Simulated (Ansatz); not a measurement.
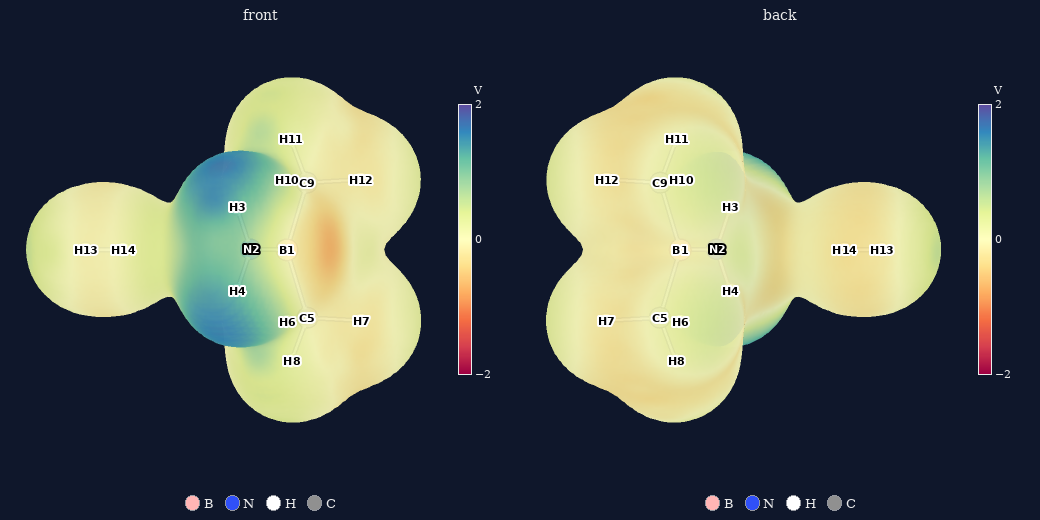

*C2H8BN···H2. The molecular electrostatic potential painted on the density surface at 0.002 e/bohr³, seen from the front and from behind; red is negative and blue positive.*

Theory: Ansatz 0.2.0, RKS B3LYP-D4/def2-SVP.

```yaml
atoms:
  - { symbol: B, position_ang: [0.0030, 0.2437, -0.0692] }
  - { symbol: N, position_ang: [0.0159, 0.1565, 1.3328] }
  - { symbol: H, position_ang: [-0.8264, 0.1297, 1.8965] }
  - { symbol: H, position_ang: [0.8678, 0.1506, 1.8821] }
  - { symbol: C, position_ang: [1.3726, 0.3058, -0.8662] }
  - { symbol: H, position_ang: [1.4456, -0.5414, -1.5715] }
  - { symbol: H, position_ang: [1.4179, 1.2173, -1.4887] }
  - { symbol: H, position_ang: [2.2718, 0.2891, -0.2281] }
  - { symbol: C, position_ang: [-1.3812, 0.2702, -0.8426] }
  - { symbol: H, position_ang: [-1.4453, -0.5802, -1.5454] }
  - { symbol: H, position_ang: [-2.2686, 0.2320, -0.1891] }
  - { symbol: H, position_ang: [-1.4606, 1.1789, -1.4660] }
  - { symbol: H, position_ang: [0.0546, -3.1641, 2.2674] }
  - { symbol: H, position_ang: [0.0467, -2.4635, 1.9667] }
```

Describe the electrostatic potential map.

Answer. The most negative region (about −0.6 V) lies over N2, the most positive (about +1.6 V) over H3 and H4.
